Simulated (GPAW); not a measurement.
**Property calculation of CH₄BO**

CH₄BO, multiplicity 2, computed with PBE/real-space grid, UKS, scalar-relativistic datasets (GPAW 26.7.0).

The geometry comes from this level: GFN2-xTB.

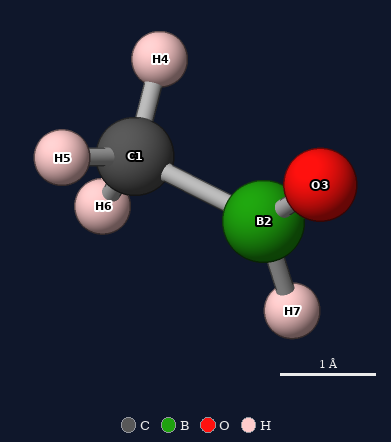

The input geometry (ball-and-stick view, seen at a tilt; atoms are numbered from 1 in the order of the input).

## Input (mol_sp.py)
```python
import numpy as np
from ase.io.zmatrix import parse_zmatrix
from ase.units import Debye
from gpaw import GPAW

system = parse_zmatrix("""
C
B 1 1.660304
O 2 1.237809 1 126.73781
H 1 1.083233 2 106.56267 3 59.09304
H 1 1.08328 4 109.9176 2 115.17559
H 1 1.081126 4 110.40157 5 121.93764
H 2 1.195787 3 125.81242 1 179.94081
""")
system.center(vacuum=4.5)
system.set_initial_magnetic_moments([0.333333, 0.333333, 0.333333, 0.0, 0.0, 0.0, 0.0])

dft = GPAW(mode="fd",
           h=0.18,
           xc="PBE",
           occupations={"name": "fermi-dirac", "width": 0.0, "fixmagmom": True},
           maxiter=150,
           symmetry="off",
           txt="-")
system.calc = dft

energy = system.get_potential_energy()
print(f"Energy = {energy:.5f} eV")
forces = system.get_forces()
print("Forces (eV/Ang)")
for symbol, f in zip(system.symbols, forces):
    print(f'{symbol:2} {f[0]:9.4f} {f[1]:9.4f} {f[2]:9.4f}')
dipole = system.get_dipole_moment() / Debye
print(f"Dipole: {np.linalg.norm(dipole):.3f} D")
print("Moments:", system.get_magnetic_moments().round(3))
```

Launched with:
```bash
python mol_sp.py > mol_sp.log
```

## Output
```
__  _  _
 | _ |_)|_||  |
 |__||  | ||/\| - 26.7.0

units:  Angstrom and eV
cores:  1
OpenMP: False

Versions:
  Python: 3.12.14
  ASE:    3.29.0
  Numpy:  2.5.5
  Scipy:  1.18.1
  Libxc:  7.0.0

        _gpaw.cpython-312-aarch64-linux-gnu.so

Input parameters:
  mode=FD(),
  h=0.18,
  maxiter=150,
  occupations=Occupations(name='fermi-dirac', width=0.0, fixmagmom=True),
  symmetry=Symmetry(point_group=False, time_reversal=False),
  xc=XC(name='PBE')

Diagonalizing LCAO Hamiltonian
Converting LCAO to fd mode
        .----------------------------.
       /|                            |
      / |                            |
     /  |                            |
    /   |                            |
   /    |                            |
  /     |                            |
 *      |                            |
 |      |                            |
 |      |       H      O             |
 |      |        C   B               |
 |      |      HH    H               |
 |      |                            |
 |      .----------------------------.
 |     /                            /
 |    /                            /
 |   /                            /
 |  /                            /
 | /                            /
 |/                            /
 *----------------------------*

Atoms  # Å, Bohr magnetons
|   | symbol |        x |        y |        z |    initial magnetic moments |
|---|--------|----------|----------|----------|-----------------------------|
| 0 |      C | 4.919944 | 5.640757 | 5.390854 | ( 0.0000,  0.0000,  0.3333) |
| 1 |      B | 6.580248 | 5.640757 | 5.390854 | ( 0.0000,  0.0000,  0.3333) |
| 2 |      O | 7.320649 | 6.632714 | 5.390854 | ( 0.0000,  0.0000,  0.3333) |
| 3 |      H | 4.611153 | 6.174069 | 4.500000 | ( 0.0000,  0.0000,  0.0000) |
| 4 |      H | 4.609864 | 6.186479 | 6.273766 | ( 0.0000,  0.0000,  0.0000) |
| 5 |      H | 4.500000 | 4.644552 | 5.398300 | ( 0.0000,  0.0000,  0.0000) |
| 6 |      H | 6.938828 | 4.500000 | 5.389852 | ( 0.0000,  0.0000,  0.0000) |

Unit cell  # Å
| periodic |         x |         y |         z |   lengths |    angles |
|----------|-----------|-----------|-----------|-----------|-----------|
|       no | 11.820649 |  0.000000 |  0.000000 | 11.820649 | 90.000000 |
|       no |  0.000000 | 11.132714 |  0.000000 | 11.132714 | 90.000000 |
|       no |  0.000000 |  0.000000 | 10.773766 | 10.773766 | 90.000000 |

Number of symmetries: 1
Symmetry operations  # r_c * U_cc + t_c -> r_c
|   | kind |            matrix            |
|---|------|------------------------------|
| 0 |  E   |  1, 0, 0,  0, 1, 0,  0, 0, 1 |

BZ-sampling:
  Number of BZ points: 1
  Number of IBZ points: 1

  Monkhorst-Pack size: [1, 1, 1]
  Monkhorst-Pack shift: [0, 0, 0]

K-points  # in reciprocal-cell coordinates
|   |                                coordinates |     weight |
|---|--------------------------------------------|------------|
| 0 | (  0.00000000,   0.00000000,   0.00000000) | 1.00000000 |

Uniform wave function grid shape: (np.int64(63), np.int64(59), np.int64(59))
Spin-components: 2 (collinear spins)
Bands:           15
Projectors:      27
Spin-degeneracy: 1
Datatype:        float64

  Storage: CPU
  Wave functions: 52_632_720 bytes (52_632_720 per core)

Parallelization:
  kpt:    1
  domain: 1
  band:   1

Density:
  Valence electrons: 17.0
  Components: 2
  Grid points: [64 60 60]
  Charge: 0.0  # |e|

Potential:
  Grid points: [64 60 60]

species:
  C:
    name:    Carbon
    Z:       6.0
    valence: 4
    core:    2
    charge:  0.0  # [|e|]
    file:    C.PBE.gz
    compensation charges:
      type: gauss
      rc: 0.20  # [Å]
      lmax: 2
    cutoffs:
      filter: 1.14  # [Å]
      core: 1.14  # [Å]
    projectors
    | kind |    occ | energy [eV] | rcut [Å] |
    |------|--------|-------------|----------|
    |   2s |  2.000 |     -13.751 |    0.635 |
    |   2p |  2.000 |      -5.284 |    0.635 |
    |    s |        |      13.461 |    0.635 |
    |    p |        |      21.927 |    0.635 |
    |    d |        |       0.000 |    0.635 |

    Using partial waves for C as LCAO basis

  B:
    name:    Boron
    Z:       5.0
    valence: 3
    core:    2
    charge:  0.0  # [|e|]
    file:    B.PBE.gz
    compensation charges:
      type: gauss
      rc: 0.20  # [Å]
      lmax: 2
    cutoffs:
      filter: 1.14  # [Å]
      core: 1.38  # [Å]
    projectors
    | kind |    occ | energy [eV] | rcut [Å] |
    |------|--------|-------------|----------|
    |   2s |  2.000 |      -9.443 |    0.635 |
    |   2p |  1.000 |      -3.606 |    0.635 |
    |    s |        |      17.768 |    0.635 |
    |    p |        |      23.605 |    0.635 |
    |    d |        |       0.000 |    0.635 |

    Using partial waves for B as LCAO basis

  O:
    name:    Oxygen
    Z:       8.0
    valence: 6
    core:    2
    charge:  0.0  # [|e|]
    file:    O.PBE.gz
    compensation charges:
      type: gauss
      rc: 0.21  # [Å]
      lmax: 2
    cutoffs:
      filter: 1.17  # [Å]
      core: 0.83  # [Å]
    projectors
    | kind |    occ | energy [eV] | rcut [Å] |
    |------|--------|-------------|----------|
    |   2s |  2.000 |     -23.961 |    0.688 |
    |   2p |  4.000 |      -9.029 |    0.598 |
    |    s |        |       3.251 |    0.688 |
    |    p |        |      18.182 |    0.598 |
    |    d |        |       0.000 |    0.619 |

    Using partial waves for O as LCAO basis

  H:
    name:    Hydrogen
    Z:       1.0
    valence: 1
    core:    0
    charge:  0.0  # [|e|]
    file:    H.PBE.gz
    compensation charges:
      type: gauss
      rc: 0.15  # [Å]
      lmax: 2
    cutoffs:
      filter: 0.85  # [Å]
      core: 0.53  # [Å]
    projectors
    | kind |    occ | energy [eV] | rcut [Å] |
    |------|--------|-------------|----------|
    |   1s |  1.000 |      -6.494 |    0.476 |
    |    s |        |      20.717 |    0.476 |
    |    p |        |       0.000 |    0.476 |

    Using partial waves for H as LCAO basis

Reference energy: -3787.930633  # eV

eigensolver:
  PPCG
  Converge bands: occupied
  niter=2

density mixing:
  MSR1-Mixer
  Pratt-step length: 0.05
  Maximum mixing coefficient: 0.75
  Old densities: 10
  SVD Regularization: 0.005
  Good broyden scale: 1.0
  Trust region scale: 1.0
  Backstep threshold: 4.0
  History deletion threshold: 6.0
  Fourier metric: weight=20.0, sigma=0.015

occupation numbers:
  Fixed magnetic moment: 1.000
  # Zero width

FastPoissonSolver using
    Stencil: 6*3+1=19 point O(h^6) finite-difference Laplacian
    FFT axes: []
    FST axes: [np.int64(1), np.int64(2), np.int64(0)]

xc functional:
  name: PBE with 2 nearest neighbor stencil
interpolation: tri-quintic # 5. degree polynomial

Initialization done in: 1.845 s

convergence criteria:
- Maximum [total energy] change in last 3 cyles: 0.0005 eV / valence electron
- Maximum integral of absolute [dens]ity change: 0.0001 electrons / valence electron
- Maximum integral of absolute [eigenst]ate change: 4e-08 eV^2 / valence electron
maximum number of iterations: 150

SCF iterations
|iter     |     time |      energy | eigst |  dens |  magmom |
|---------|----------|-------------|-------|-------|---------|
|iter:   1| 00:00:03 |  -40.027886 | +1.29 |       |  +0.9946|
|iter:   2| 00:00:05 |  -39.451643 | +0.06 | -0.53 |  +0.9948|
|iter:   3| 00:00:07 |  -36.835795 | +0.39 | -0.56 |  +0.9981|
|iter:   4| 00:00:10 |  -36.780201 | +0.24 | -0.99 |  +0.9990|
|iter:   5| 00:00:12 |  -36.522418 | -0.17 | -1.10 |  +0.9993|
|iter:   6| 00:00:14 |  -36.535209 | -0.99 | -1.50 |  +0.9999|
|iter:   7| 00:00:16 |  -36.536873 | -2.04 | -2.04 |  +0.9999|
|iter:   8| 00:00:18 |  -36.537689c| -2.54 | -2.36 |  +1.0000|
|iter:   9| 00:00:20 |  -36.537734c| -3.22 | -2.83 |  +1.0000|
|iter:  10| 00:00:22 |  -36.537773c| -3.62 | -3.22 |  +1.0000|
|iter:  11| 00:00:24 |  -36.537777c| -4.39 | -3.73 |  +1.0000|
|iter:  12| 00:00:27 |  -36.537778c| -4.99 | -4.13c|  +1.0000|
|iter:  13| 00:00:29 |  -36.537779c| -5.51 | -4.46c|  +1.0000|
|iter:  14| 00:00:31 |  -36.537779c| -6.16 | -4.82c|  +1.0000|
|iter:  15| 00:00:33 |  -36.537779c| -6.86 | -5.23c|  +1.0000|
|iter:  16| 00:00:35 |  -36.537779c| -7.34 | -5.41c|  +1.0000|
|iter:  17| 00:00:36 |  -36.537779c| -7.52c| -5.73c|  +1.0000|

Converged in 17 steps
SCF loop duration: 34.285 s (2.017 s/step)
Energy contributions relative to reference atoms: (reference = -3787.930633)

Energy contributions:
  Kinetic:          42.194309
  Coulomb:         -46.000866
  Zero:              0.597990
  External:          0.000000
  Xc:              -33.329212
  Entropy:           0.000000
  Spinorbit:         0.000000
  ----------------------------
  Free energy:     -36.537779
  Extrapolated:    -36.537779

dipole moment: (-0.424024, -0.306996, -0.000144)  # |e|*Ang

Total magnetic moment: (0.000000, 0.000000, 0.999999)

Local magnetic moments
|        x |        y |         z |
|----------|----------|-----------|
| 0.000000 | 0.000000 |  0.098317 |  # C    0
| 0.000000 | 0.000000 | -0.003169 |  # B    1
| 0.000000 | 0.000000 |  0.329395 |  # O    2
| 0.000000 | 0.000000 |  0.000546 |  # H    3
| 0.000000 | 0.000000 |  0.000563 |  # H    4
| 0.000000 | 0.000000 | -0.000906 |  # H    5
| 0.000000 | 0.000000 |  0.078818 |  # H    6

Fermi levels: -6.821, -5.481
Eigenvalues  # (at kpt = [0.000, 0.000, 0.000])
| band index |      eig [eV] | occ [0-1] |      eig [eV] | occ [0-1] |
|------------|---------------|-----------|---------------|-----------|
|          0 |       -24.974 |     1.000 |       -24.214 |     1.000 |
|          1 |       -17.943 |     1.000 |       -17.672 |     1.000 |
|          2 |       -12.016 |     1.000 |       -11.530 |     1.000 |
|          3 |       -10.904 |     1.000 |       -10.624 |     1.000 |
|          4 |       -10.648 |     1.000 |       -10.550 |     1.000 |
|          5 |        -9.851 |     1.000 |        -9.250 |     1.000 |
|          6 |        -9.562 |     1.000 |        -8.950 |     1.000 |
|          7 |        -8.715 |     1.000 |        -8.421 |     1.000 |
|          8 |        -6.821 |     1.000 |        -5.481 |     0.000 |
|          9 |        -0.848 |     0.000 |        -0.761 |     0.000 |
|         10 |        -0.295 |     0.000 |        -0.210 |     0.000 |
|         11 |         0.474 |     0.000 |         0.640 |     0.000 |
|         12 |         0.724 |     0.000 |         0.793 |     0.000 |
|         13 |         0.839 |     0.000 |         0.880 |     0.000 |
|         14 |         1.580 |     0.000 |         1.677 |     0.000 |

Gap: 1.600 eV
Transition (v -> c):
  (s=1, k=0, n=7, [0.00, 0.00, 0.00]) -> (s=0, k=0, n=8, [0.00, 0.00, 0.00])
No difference between direct/indirect transitions
vacuum-level: 0.000  # V
Energy = -36.53778 eV

Forces  # eV/Ang
|        x |        y |        z |
|----------|----------|----------|
|  0.57552 |  0.11302 |  0.00628 |  # C    0
| -2.14637 | -1.29501 | -0.00157 |  # B    1
|  1.37671 |  1.72144 | -0.00583 |  # O    2
| -0.14229 |  0.27133 | -0.38835 |  # H    3
| -0.13848 |  0.27714 |  0.37967 |  # H    4
| -0.02456 | -0.41877 | -0.00211 |  # H    5
|  0.52699 | -0.68122 | -0.00174 |  # H    6

Force computation time: 0.057  # s
Forces (eV/Ang)
C     0.5755    0.1130    0.0063
B    -2.1464   -1.2950   -0.0016
O     1.3767    1.7214   -0.0058
H    -0.1423    0.2713   -0.3883
H    -0.1385    0.2771    0.3797
H    -0.0246   -0.4188   -0.0021
H     0.5270   -0.6812   -0.0017
Dipole: 2.514 D
Moments: [ 0.098 -0.003  0.329  0.001  0.001 -0.001  0.079]
```

## Summary

```csv
quantity,value
outcome,converged
energy relative to the program's reference atoms,−36.5378 eV
largest force,2.507 eV/Å
dipole moment,2.51 D
hardware,"1 thread of Arm Neoverse V2, 112 GiB of memory available, shared host"
wall time,37 s
peak memory,0.79 GiB
```
